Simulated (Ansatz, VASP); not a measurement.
# Cross-check of NaSrLiS2 between VASP and Ansatz, part 2 of 2

Wanted: the spread between two codes on one cell, functional and k mesh. The cell is invented: As first built, before any earlier steps moved the atoms: it takes the NaLiCdS2 structure with some of its atoms replaced by other elements, volume scaled by an estimate. It may not be a known or stable phase. The cell comes out of the VASP series on this material, whose earlier steps may have relaxed, scaled or displaced it; both programs get it as it stands.

VASP 6.6.1 and Ansatz 0.2.0.

So far: The starting structure; Ansatz: band structure, HSE06.

## (3) VASP: band structure, HSE06

Level of this step: HSE06; plane waves and PAW (Sr_sv, S, Na_pv, Li_sv); invented cell (VASP).

The same cell, functional, mesh and smearing now go to VASP, with its own data sets and cutoff.

Lines of VASP's logs that name or quote its potential files are left out, and so is its time.

INCAR reads:

```
SYSTEM = NaSrLiS2
PREC = Accurate
ENCUT = 650
EDIFF = 1E-06
NELM = 100
ISMEAR = 0
SIGMA = 0.05
LREAL = .FALSE.
ALGO = Normal
LHFCALC = .TRUE.
AEXX = 0.25
GGA = PE
HFSCREEN = 0.2
LASPH = .TRUE.
NBANDS = 22
PRECFOCK = Fast
LORBIT = 11
LWAVE = .FALSE.
LCHARG = .FALSE.
KPAR = 2
```

POSCAR reads:

```
NaSrLiS2
1.0
    4.3660983257      0.0000000000      0.0000000000
   -2.1830491678      3.7811520644      0.0000000000
    0.0000000000      0.0000000000      7.4936637596
Sr S Na Li
1 2 1 1
Direct
    0.6666666670      0.3333333330      0.3571367486
    0.3333333330      0.6666666670      0.1821602464
    0.6666666670      0.3333333330      0.7400622896
    0.0000000000      0.0000000000      0.9665531349
    0.3333333330      0.6666666670      0.7515155805
```

KPOINTS reads:

```
Automatic mesh
0
Gamma
4 4 2
0 0 0
```

KPOINTS_OPT reads:

```
Line mode
6
Line-mode
Reciprocal
  0.00000000   0.00000000   0.00000000 GAMMA
  0.50000000   0.00000000   0.00000000 M

  0.50000000   0.00000000   0.00000000 M
  0.33333333   0.33333333   0.00000000 K

  0.33333333   0.33333333   0.00000000 K
  0.00000000   0.00000000   0.00000000 GAMMA

  0.00000000   0.00000000   0.00000000 GAMMA
  0.00000000   0.00000000   0.50000000 A

  0.00000000   0.00000000   0.50000000 A
  0.50000000   0.00000000   0.50000000 L

  0.50000000   0.00000000   0.50000000 L
  0.33333333   0.33333333   0.50000000 H

  0.33333333   0.33333333   0.50000000 H
  0.00000000   0.00000000   0.50000000 A

  0.50000000   0.00000000   0.50000000 L
  0.50000000   0.00000000   0.00000000 M

  0.33333333   0.33333333   0.00000000 K
  0.33333333   0.33333333   0.50000000 H
```

The projector-augmented-wave data sets are Sr_sv, S, Na_pv and Li_sv (PBE family, release 64).

On the command line:

```
> mpirun -np 2 vasp_std
```

Numbers of over 12 decimals in the logs are rounded to 6 here.

What it wrote:

```text
[banner, memory and clock lines left out]
running    2 mpi-ranks, on    1 nodes
 distrk:  each k-point on    1 cores,    2 groups
 distr:  one band on    1 cores,    1 groups

 POSCAR found type information on POSCAR SrS NaLi
 POSCAR found :  4 types and       5 ions
 LDA part: xc-table for (Slater+PW92), standard interpolation
 found WAVECAR, reading the header
 POSCAR, INCAR and KPOINTS ok, starting setup
 FFT: planning ... GRIDC
 FFT: planning ... GRID_SOFT
 FFT: planning ... GRID
 reading WAVECAR
 the WAVECAR file was read successfully
 initial charge from wavefunction
 entering main loop
       N       E                     dE             d eps       ncg     rms          rms(c)
DAV:   1    -0.231156683679E+02   -0.23116E+02   -0.42345E-01   376   0.505E+00    0.209E+00
DAV:   2    -0.231222971645E+02   -0.66288E-02   -0.50755E-02   576   0.182E+00    0.129E+00
DAV:   3    -0.231206445434E+02    0.16526E-02   -0.24737E-03   466   0.449E-01    0.741E-01
DAV:   4    -0.231202286602E+02    0.41588E-03   -0.10406E-03   424   0.223E-01    0.406E-01
DAV:   5    -0.231201574618E+02    0.71198E-04   -0.29007E-04   564   0.991E-02    0.223E-01
DAV:   6    -0.231201365376E+02    0.20924E-04   -0.60374E-05   596   0.470E-02    0.118E-01
DAV:   7    -0.231201325968E+02    0.39408E-05   -0.18242E-05   546   0.244E-02    0.605E-02
DAV:   8    -0.231201329484E+02   -0.35157E-06   -0.49196E-06   404   0.135E-02
   1 F= -.23120133E+02 E0= -.23120133E+02  d E =-.364302E-17
 Start KPOINTS_OPT (optional k-point list driver)
k-point batch [1-8\54]
       N       E                     dE             ncg
DAV:   1    -0.124163141882E+04   -0.65231E+04      352
DAV:   2    -0.343131074602E+04   -0.21897E+04      358
DAV:   3    -0.371585841220E+04   -0.28455E+03      560
DAV:   4    -0.374123032970E+04   -0.25372E+02      560
DAV:   5    -0.374283949473E+04   -0.16092E+01      560
DAV:   6    -0.374288128122E+04   -0.41786E-01      520
DAV:   7    -0.374288278764E+04   -0.15064E-02      520
DAV:   8    -0.374288284295E+04   -0.55301E-04      560
DAV:   9    -0.374288284505E+04   -0.21066E-05      334
DAV:  10    -0.374288284515E+04   -0.98724E-07      290
[...]
k-point batch [49-54\54]
       N       E                     dE             ncg
DAV:   1     0.967417123067E+03   -0.78888E+04      264
DAV:   2    -0.671794972101E+03   -0.16392E+04      264
DAV:   3    -0.902305942534E+03   -0.23051E+03      402
DAV:   4    -0.924074830523E+03   -0.21769E+02      408
DAV:   5    -0.925543310191E+03   -0.14685E+01      440
DAV:   6    -0.925580562490E+03   -0.37252E-01      408
DAV:   7    -0.925581901032E+03   -0.13385E-02      432
DAV:   8    -0.925581934630E+03   -0.33599E-04      432
DAV:   9    -0.925581935818E+03   -0.11880E-05      272
DAV:  10    -0.925581935927E+03   -0.10870E-06      240
```

Parts of OUTCAR (step 3):

```text
ion  position               nearest neighbor table
   1  0.667  0.333  0.357-   2 2.84   2 2.84   2 2.84   3 2.87   4 3.86   4 3.86   4 3.86
   2  0.333  0.667  0.182-   1 2.84   1 2.84   1 2.84
   3  0.667  0.333  0.740-   5 2.52   5 2.52   5 2.52   1 2.87
   4  0.000  0.000  0.967-   1 3.86   1 3.86   1 3.86
   5  0.333  0.667  0.752-   3 2.52   3 2.52   3 2.52

  LATTYP: Found a hexagonal cell.
 ALAT       =     4.3660983257
 C/A-ratio  =     1.7163295924

 Subroutine GETGRP returns: Found  6 space group operations
 (whereof  6 operations were pure point group operations)

The static configuration has the point symmetry C_3v.

 Found      8 irreducible k-points:

   k-points           NKPTS =      8   k-points in BZ     NKDIM =     32   number of bands    NBANDS=     22

   dimension x,y,z NGX =    36 NGY =   36 NGZ =   64
   dimension x,y,z NGXF=    72 NGYF=   72 NGZF=  128

   ENCUT  =  650.0 eV  47.77 Ry    6.91 a.u.   9.08  9.08 15.58*2*pi/ulx,y,z

   NELECT =      32.0000    total number of electrons

 k-points in reciprocal lattice and weights: Automatic mesh
   0.00000000  0.00000000  0.00000000       0.031
   0.25000000  0.00000000  0.00000000       0.188
   0.50000000  0.00000000  0.00000000       0.094
   0.25000000  0.25000000  0.00000000       0.188
   0.00000000  0.00000000  0.50000000       0.031
   0.25000000  0.00000000  0.50000000       0.188
   0.50000000  0.00000000  0.50000000       0.094
   0.25000000  0.25000000  0.50000000       0.188

  exchange ACFDT corr.  =         0.00000000  see jH, gK, PRB 81, 115126

 average (electrostatic) potential at core
       1 -34.4219       2 -84.7950       3 -84.5327       4 -41.0547       5 -57.2440

 E-fermi :   0.3625

 k-point     1 :       0.0000    0.0000    0.0000
  band No.  band energies     occupation
    ...
     12      -0.6313      2.00000
     13      -0.6313      2.00000
     14      -0.1943      2.00000
     15       0.0397      2.00000
     16       0.0397      2.00000
     17       3.6971      0.00000
     18       6.1472      0.00000
     19       6.5550      0.00000
     20       6.5550      0.00000
     21       7.6125      0.00000
    ...

 k-point     2 :       0.2500    0.0000    0.0000
  band No.  band energies     occupation
    ...
     12      -1.2382      2.00000
     13      -0.8850      2.00000
     14      -0.6363      2.00000
     15      -0.2318      2.00000
     16      -0.1551      2.00000
     17       4.7851      0.00000
     18       5.4372      0.00000
     19       6.3464      0.00000
     20       6.8250      0.00000
     21       7.4248      0.00000
    ...

 k-point     3 :       0.5000    0.0000    0.0000
  band No.  band energies     occupation
    ...
     12      -1.5356      2.00000
     13      -0.9311      2.00000
     14      -0.6629      2.00000
     15      -0.4602      2.00000
     16      -0.2652      2.00000
     17       4.7575      0.00000
     18       5.3628      0.00000
     19       6.4238      0.00000
     20       7.3920      0.00000
     21       7.8617      0.00000
    ...

  energy-cutoff  :      650.00
  volume of cell :      123.71
      direct lattice vectors                 reciprocal lattice vectors
     4.366098326  0.000000000  0.000000000     0.229037444  0.132234830  0.000000000
    -2.183049168  3.781152064  0.000000000     0.000000000  0.264469660  0.000000000
     0.000000000  0.000000000  7.493663760     0.000000000  0.000000000  0.133446073

 POSITION                                       TOTAL-FORCE (eV/Angst)
 -----------------------------------------------------------------------------------
      2.18305      1.26038      2.67626         0.000000      0.000000     -0.034287
     -0.00000      2.52077      1.36505         0.000000     -0.000000      0.045043
      2.18305      1.26038      5.54578         0.000000     -0.000000     -0.041237
      0.00000      0.00000      7.24302        -0.000000     -0.000000     -0.000517
     -0.00000      2.52077      5.63161         0.000000      0.000000      0.030998
 -----------------------------------------------------------------------------------
    total drift:                                0.000001     -0.000010     -0.001774

  FREE ENERGIE OF THE ION-ELECTRON SYSTEM (eV)
  ---------------------------------------------------
  free  energy   TOTEN  =       -23.1201329484 eV

  energy  without entropy=      -23.1201329484  energy(sigma->0) =      -23.12013295

 total charge
# of ion       s       p       d       tot
------------------------------------------
    1        2.019   5.833   0.216   8.068
    2        1.312   2.469   0.000   3.781
    3        1.304   2.447   0.000   3.751
    4        0.047   5.985   0.000   6.031
    5        2.015   0.049   0.000   2.065
--------------------------------------------------
tot          6.697  16.783   0.216  23.696

[... 3 further parts left out ...]
```

## (4) Differences

Known differences besides the PAW data sets themselves: exact exchange at q = 0 is treated differently, which shows on coarse meshes; VASP keeps PBE cores, Ansatz makes them for the functional; the data sets hold 34 valence electrons in Ansatz (default PAW (the set named soft_2) files) and 32 in VASP; the cutoff is 420 eV in Ansatz and 650 eV in VASP; VASP takes a coarser grid for exact exchange (PRECFOCK = Fast). Total energies have different zeros and are not compared.

Both answers:

```tsv
quantity	Ansatz	VASP	difference
gap over the path points (eV)	3.619	3.625	-0.006
```

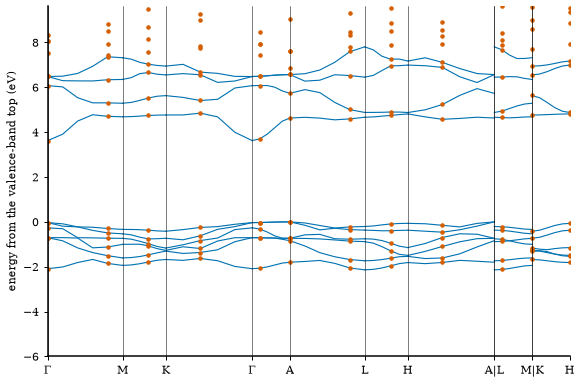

Bands from VASP (lines) and levels from Ansatz (dots). Dots without a line are higher empty bands that the VASP plot leaves out.

Levels at points of the path, from each program's valence-band top (eV; 4 filled, then empty):

```tsv
k (reciprocal lattice)	Ansatz	VASP
0.000 0.000 0.000	-0.71 -0.26 -0.03 -0.03 3.62 6.07 6.50	-0.70 -0.27 -0.03 -0.03 3.62 6.08 6.48
0.400 0.000 0.000	-1.12 -0.73 -0.49 -0.29 4.71 5.31 6.34	-1.12 -0.73 -0.49 -0.29 4.71 5.31 6.34
0.400 0.200 0.000	-1.07 -0.97 -0.76 -0.37 4.75 5.53 6.66	-1.07 -0.97 -0.76 -0.37 4.74 5.53 6.66
0.200 0.200 0.000	-1.19 -0.84 -0.62 -0.25 4.86 5.42 6.57	-1.19 -0.83 -0.62 -0.25 4.85 5.41 6.56
0.000 0.000 0.100	-0.71 -0.32 -0.03 -0.03 3.70 6.08 6.50	-0.71 -0.32 -0.03 -0.03 3.70 6.08 6.49
0.000 0.000 0.500	-0.73 -0.73 0.00 0.00 4.62 5.73 6.58	-0.73 -0.73 0.00 0.00 4.63 5.73 6.57
0.400 0.000 0.500	-0.86 -0.77 -0.35 -0.22 4.60 5.01 6.52	-0.86 -0.77 -0.34 -0.23 4.59 5.01 6.53
0.400 0.200 0.500	-1.29 -0.95 -0.40 -0.09 4.76 4.91 6.96	-1.29 -0.95 -0.40 -0.09 4.75 4.90 6.96
0.200 0.200 0.500	-1.09 -0.70 -0.46 -0.15 4.58 5.24 6.89	-1.10 -0.70 -0.46 -0.15 4.58 5.24 6.89
0.500 0.000 0.400	-0.87 -0.78 -0.38 -0.21 4.66 4.94 6.46	-0.87 -0.78 -0.38 -0.22 4.65 4.94 6.46
```

At this near-relaxed geometry the largest component of a force difference is 18 meV/Å. Among the levels compared (up to four filled and three empty ones at each point), filled levels agree within 3 meV and empty ones within 13 meV.

## (5) Summary of results

```
difference in gap over the path points (band structure, HSE06) : -0.0065 eV
r.m.s. force difference (band structure, HSE06)                : 6.1 meV/Å
```

The r.m.s. force difference is 6.1 meV/Å (band structure, HSE06), within the 12 meV/Å picked in this series as the mark of a large difference. Differences of this kind measure data sets and numerical settings, not the functional's error against experiment.

[Lines on the potential files, build, host, timing and source positions are cut from VASP's logs without a mark.]

[Logs are printed without paths, hosts, clocks, repeated set-up lines and the standing remarks that a program may print on its own settings, such as how far it seeks lower states.]

[Hosts, paths, dates, database ids (printed as entryN), source tags and the programs' standing remarks are cut or masked in the printed files.]
